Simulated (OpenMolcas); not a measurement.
# CHF2 (difluoromethyl radical) at 6 levels

Wanted: a comparison of 6 runs (UHF/STO-3G, UB3LYP/STO-3G, UM06-2X/STO-3G, UPBE0/STO-3G, USVWN5/STO-3G, ROMP2/STO-3G) of CHF2 (difluoromethyl radical). 

The results are computed with OpenMolcas 26.06.

4 further runs of the same task are left out: 1 for a known fault of the program, 3 set aside as unsound or not needed.

## (1) The system as given

CHF2 has 4 atoms, charge 0, and is taken as a doublet. As SMILES, `F[CH]F`. Geometry: relaxed at PBE0-D4/def2-TZVP.

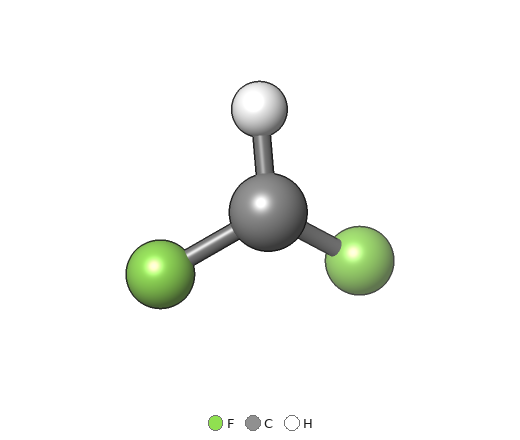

The structure, seen from a chosen angle (fluorine green, carbon grey, hydrogen white).

## (2) A single-point energy at UHF/STO-3G (run 1)

input.xyz reads:

```xyz
4

F     -1.208200     0.264600    -0.141700
C      0.038600     0.063400     0.244400
F      0.433100    -1.166800    -0.029600
H      0.736500     0.838700    -0.073100
```

calc.input reads:

```
&GATEWAY
  BasLib=$CurrDir
  Coord=input.xyz
  Basis=STO-3G
  Group=NoSym

&SEWARD

&SCF
  UHF
  Spin=2
  Thresholds=1e-10 1e-07 1e-07 1e-05
  PrOrbitals=1 1
```

The basis set STO-3G is read from a file made from the Basis Set Exchange's data (not shown).

On the command line:

```bash
$ export MOLCAS_MEM=1860
$ pymolcas calc.input > calc.log
```

The log of the run:

```text
--- Start Module: gateway ---
[...]
--- Stop Module: gateway /rc=_RC_ALL_IS_WELL_ ---
--- Start Module: seward ---
[...]
      Basis functions           16
--- Stop Module: seward /rc=_RC_ALL_IS_WELL_ ---
--- Start Module: scf ---
[...]
       Convergence after  14 Iterations
[...]
::    Total SCF energy                               -234.0013091698
[...]
      Total spin, S                                     0.5024687874
[...]
      Total electronic charge=   25.000000
      Total            charge=   -0.000000
[...]
      Dipole Moment (debye):
      Origin of the operator (angstrom)=   -0.2651   -0.3046   -0.0078
                   X=  5.9689E-01               Y=  6.8836E-01               Z=  4.9436E-02           Total=  9.1244E-01
      Quadrupole Moment (debye*angstrom):
[...]
--- Stop Module: scf /rc=_RC_ALL_IS_WELL_ ---
[...]
```

Run time: 1.5 s. Hardware: 1 thread of Arm Neoverse V2, shared host; peak memory 0.37 GiB.

## (3) A single-point energy at UB3LYP/STO-3G (run 2)

input.xyz is that of step 2.

calc.input reads:

```
* CHF2 Kohn-Sham DFT

&GATEWAY
  BASLIB=$CurrDir
  COORD=input.xyz
  BASIS=STO-3G
  GROUP=NoSym

&SEWARD
  GRIDINPUT
  Grid=UltraFine
  End of Grid

&SCF
  UHF
  SPIN=2
  KSDFT=B3LYP
  THRESHOLDS=1e-10 1e-07 1e-07 1e-05
  PRORBITALS=1 1
```

The basis set STO-3G is read from a file made from the Basis Set Exchange's data (not shown).

On the command line:

```bash
$ export MOLCAS_MEM=1860
$ pymolcas calc.input > calc.log
```

The log of the run:

```text
--- Start Module: gateway ---
[...]
--- Stop Module: gateway /rc=_RC_ALL_IS_WELL_ ---
--- Start Module: seward ---
[...]
      Basis functions           16
--- Stop Module: seward /rc=_RC_ALL_IS_WELL_ ---
--- Start Module: scf ---
[...]
       Convergence after  11 Iterations
[...]
::    Total KS-DFT energy                            -234.9240846620
[...]
      Total spin, S                                     0.5003894055
[...]
      Total electronic charge=   25.000000
      Total            charge=   -0.000000
[...]
      Dipole Moment (debye):
      Origin of the operator (angstrom)=   -0.2651   -0.3046   -0.0078
                   X=  3.0600E-01               Y=  3.2386E-01               Z= -3.4562E-01           Total=  5.6389E-01
      Quadrupole Moment (debye*angstrom):
[...]
--- Stop Module: scf /rc=_RC_ALL_IS_WELL_ ---
[...]
```

Run time: 4.5 s. Hardware: 1 thread of Arm Neoverse V2, shared host; peak memory 0.37 GiB.

Run 3 isn't shown in full; the table further down has it.

## (4) A single-point energy at UPBE0/STO-3G (run 4)

input.xyz is that of step 3.

calc.input reads:

```
>>> EXPORT MOLCAS_PRINT=2

&gateway
 baslib = $CurrDir
 coord = input.xyz
 basis = STO-3G
 group = NoSym

&seward
 gridinput
 Grid=UltraFine
 End of Grid

&scf
 uhf
 spin = 2
 ksdft = PBE0
 thresholds = 1e-10 1e-07 1e-07 1e-05
 prorbitals = 1 1
```

The basis set STO-3G is read from a file made from the Basis Set Exchange's data (not shown).

On the command line:

```bash
$ export MOLCAS_MEM=1860
$ pymolcas calc.input > calc.log
```

The log of the run:

```text
--- Start Module: gateway ---
[...]
--- Stop Module: gateway /rc=_RC_ALL_IS_WELL_ ---
--- Start Module: seward ---
[...]
      Basis functions           16
--- Stop Module: seward /rc=_RC_ALL_IS_WELL_ ---
--- Start Module: scf ---
[...]
       Convergence after  11 Iterations
[...]
::    Total KS-DFT energy                            -234.7429554483
[...]
      Total spin, S                                     0.5005020668
[...]
      Total electronic charge=   25.000000
      Total            charge=   -0.000000
[...]
      Dipole Moment (debye):
      Origin of the operator (angstrom)=   -0.2651   -0.3046   -0.0078
                   X=  3.3754E-01               Y=  3.6195E-01               Z= -3.2108E-01           Total=  5.8994E-01
      Quadrupole Moment (debye*angstrom):
[...]
--- Stop Module: scf /rc=_RC_ALL_IS_WELL_ ---
[...]
```

Run time: 3.9 s. Hardware: 1 thread of Arm Neoverse V2, shared host; peak memory 0.37 GiB.

Run 5 isn't shown in full; the table further down has it.

## (5) A single-point energy at ROMP2/STO-3G (run 6)

input.xyz is that of step 4.

calc.input reads:

```
* CHF2 ROMP2

&GATEWAY
 BasLib
 $CurrDir
 Coord
 input.xyz
 Basis
 STO-3G
 Group
 NoSym

&SEWARD

&SCF
 UHF
 Spin
 2
 Thresholds
 1e-10 1e-07 1e-07 1e-05
 PrOrbitals
 1 1

&RASSCF
 FileOrb
 $Project.UnaOrb
 Spin
 2
 Nactel
 1 0 0
 Inactive
 12
 Ras2
 1
 OutOrbitals
 Canonical
 OrbListing
 Nothing

&CASPT2
 IPEA
 0.0
 Frozen
 3
```

The basis set STO-3G is read from a file made from the Basis Set Exchange's data (not shown).

On the command line:

```bash
$ export MOLCAS_MEM=1860
$ pymolcas calc.input > calc.log
```

The log of the run:

```text
--- Start Module: gateway ---
[...]
--- Stop Module: gateway /rc=_RC_ALL_IS_WELL_ ---
[...]
      Basis functions           16
[...]
       Convergence after  14 Iterations
[...]
::    Total SCF energy                               -234.0013091698
[...]
      Total spin, S                                     0.5024687874
[...]
--- Start Module: rasscf ---
[...]
      Number of active orbitals                  1
[...]
      Spin quantum number                      0.5
[...]
      Active orbitals                            1
[...]
      Number of CSFs                             1
[...]
      Number of root(s) required                 1
[...]
      Convergence after  6 iterations
[...]
      printout of CI-coefficients larger than  0.05 for root  1
      energy=    -234.000002
      conf/sym  1     Coeff  Weight
             1  u   1.00000 1.00000
      Natural orbitals and occupation numbers for root  1
      sym 1:   1.000000
      ************************************************************************************************************************
      *                                                    Final results                                                     *
[...]
::    RASSCF root number  1 Total energy:   -234.00000152
[...]
      Total electronic charge=   25.000000
      Total            charge=   -0.000000
[...]
      Dipole Moment (debye):
      Origin of the operator (angstrom)=   -0.2651   -0.3046   -0.0078
                   X=  5.9729E-01               Y=  6.8840E-01               Z=  4.4045E-02           Total=  9.1247E-01
      Quadrupole Moment (debye*angstrom):
[...]
--- Stop Module: rasscf /rc=_RC_ALL_IS_WELL_ ---
--- Start Module: caspt2 ---
[...]
 ###    WARNING: User changed nr of frozen orbitals.                         ###
 ###############################################################################
[...]
      E2 (Variational):          -0.0764140857
      Total energy:            -234.0764156020
[...]
      Reference weight:           0.96857
[...]
::    CASPT2 Root  1     Total energy:   -234.07641560
[...]
--- Stop Module: caspt2 /rc=_RC_ALL_IS_WELL_ ---
[...]
```

It took 2.1 s on 1 thread of Arm Neoverse V2, shared host; peak memory 0.37 GiB.

## (6) All runs side by side

```csv
run,level,integration grid,frozen core orbitals,energy (Eh),dipole moment (D),HOMO energy (eV),LUMO energy (eV),wall time
1,UHF/STO-3G,–,–,-234.001309,0.91,-8.37,7.74,1.5 s
2,UB3LYP/STO-3G,UltraFine,–,-234.924085,0.56,-2.39,1.99,4.5 s
3,UM06-2X/STO-3G,UltraFine,–,-234.945494,0.61,-4.41,3.26,5.4 s
4,UPBE0/STO-3G,UltraFine,–,-234.742955,0.59,-2.76,2.41,3.9 s
5,USVWN5/STO-3G,UltraFine,–,-233.275444,0.58,-0.31,1.19,3.3 s
6,ROMP2/STO-3G,–,3,-234.076416,–,–,–,2.1 s
```

## (7) Results

```
           quantity          value
run 6: total energy  -234.07642 Eh
```

Over runs 1, 2, 3, 4, 5 the dipole moment (its size) runs from 0.56 D (UB3LYP/STO-3G) to 0.91 D (UHF/STO-3G). Totals of different functionals can't be ranked against each other. In runs 1, 2, 3, 4, 5, 6 the basis is minimal, so the values are rough. All runs together took 21 s, the longest 5.4 s.
